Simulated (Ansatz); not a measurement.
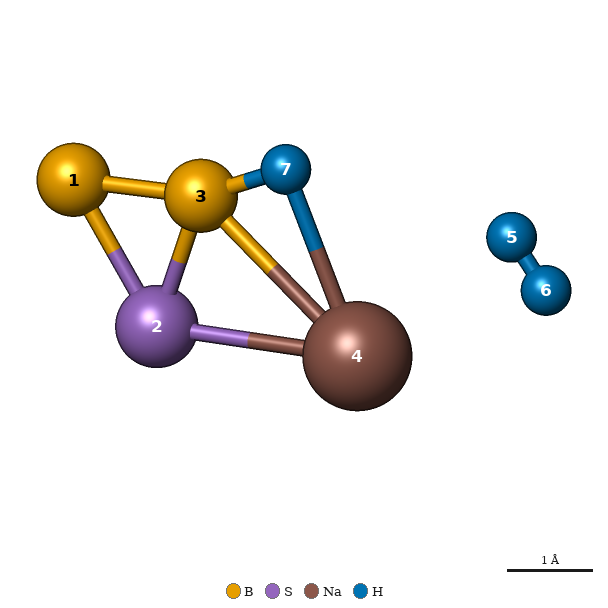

The computed structure is the end point of a PBE0-D4/def2-TZVP optimisation. No frequency run is at hand to confirm it as a minimum.

Which bond is the longest?

B3–Na4, 2.675 Å.

What is the dihedral angle S2–B3–H7–Na4?

0° in size, that is syn (eclipsed).
